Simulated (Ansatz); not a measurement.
**FH$_{4}$MgPSi: density, localisation and related maps**

The calculation's input:

```
crystal:
  periodic: [false, false, false]
  atoms:
    - {symbol: F, position_ang: [-2.790275, 3.305803, 0.660800]}
    - {symbol: Mg, position_ang: [-1.404445, 2.530669, -0.104348]}
    - {symbol: P, position_ang: [0.467763, 1.524568, -1.304583]}
    - {symbol: Si, position_ang: [0.928848, 0.028319, 0.323774]}
    - {symbol: H, position_ang: [1.379533, 2.515093, -0.805213]}
    - {symbol: H, position_ang: [-0.085021, -1.065945, 0.216155]}
    - {symbol: H, position_ang: [2.288695, -0.559547, 0.129860]}
    - {symbol: H, position_ang: [0.864016, 0.554609, 1.727836]}
basis:
  gaussian: {orbitals: def2-TZVPD}
output: {forces: true, orbitals: {seedname: orbitals}}
hamiltonian: {xc: {name: PBE0}}
```

Run with:

```sh
ansatz run input.yaml --threads 2 --pin off --max-ram 4350MiB --events-out events.jsonl --progress --plain --runs-dir runs
```

Geometry: r2SCAN-D4/def2-SVP.

Theory: isolated molecule in a Gaussian basis; Kohn-Sham density functional theory, functional PBE0 in Ansatz 0.2.0.

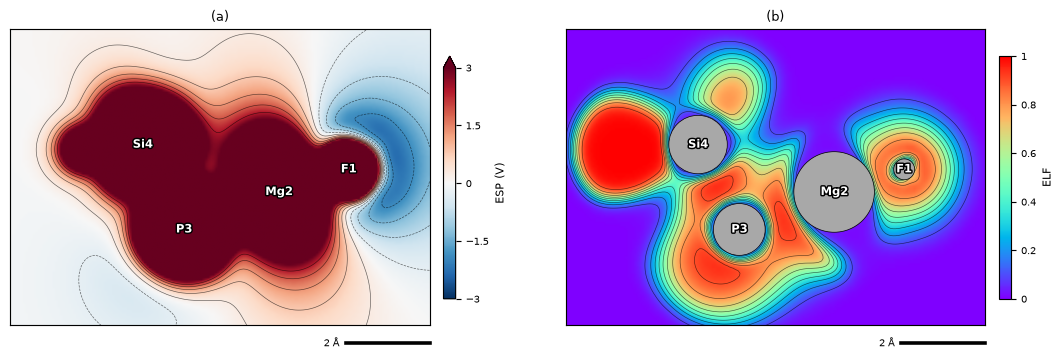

Figure 1. (a) molecular electrostatic potential; (b) ELF on the plane of atoms Mg2, P3 and Si4. Grey discs cover the atomic cores in the ELF map.

Q: Interpret the plot.

A:
- The plane passes through F, Mg, P and Si nuclei.
- Mg–F (1.76 Å): the ELF peaks at about 0.85 in the valence shell of F, 0.6 Å from its nucleus, and is about 0.20 at the midpoint; a closed-shell, largely ionic contact.
- Si–P (2.26 Å): the ELF peaks at about 0.95 between the atoms: localised, covalent bonding.
- Mg–P (2.44 Å): the ELF peaks at about 0.90 in the valence shell of P, 1.1 Å from its nucleus, and is about 0.90 at the midpoint.
- Outside the dense part of the molecule the potential is most negative (−2.3 V) near F1.

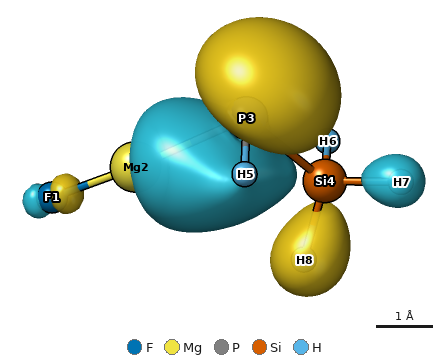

Figure 2. One frontier orbital at ±0.1 Å⁻³ᐟ² (yellow and cyan are the two phases), seen from one side.

Q: Which orbital is it: HOMO or LUMO?

A: The HOMO, at −7.21 eV. By Hirshfeld shares it lies mainly on P3 (about 65 %), Mg2 (about 15 %) and Si4 (about 10 %).

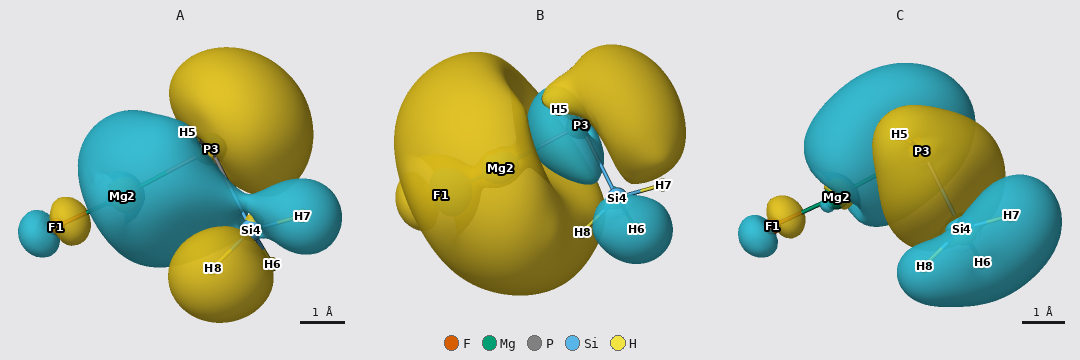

Figure 3. Three frontier orbitals at ±0.04 Å⁻³ᐟ² (yellow and cyan are the two phases), in no order.

Q: Which picture is the HOMO−1, the HOMO and the LUMO?

A: C is the HOMO−1 (−8.29 eV). Its weight (Hirshfeld) is mainly on P3 (about 55 %), Si4 (about 20 %), Mg2 (about 10 %) and H7 (about 5 %). A is the HOMO (−7.21 eV). By Hirshfeld shares it lies mainly on P3 (about 65 %), Mg2 (about 15 %) and Si4 (about 10 %). B is the LUMO (−1.57 eV). Its weight (Hirshfeld) is mainly on Mg2 (about 60 %), P3 (about 20 %) and Si4 (about 10 %).

Q: What is the HOMO–LUMO gap?

A: 5.64 eV between the orbital energies.
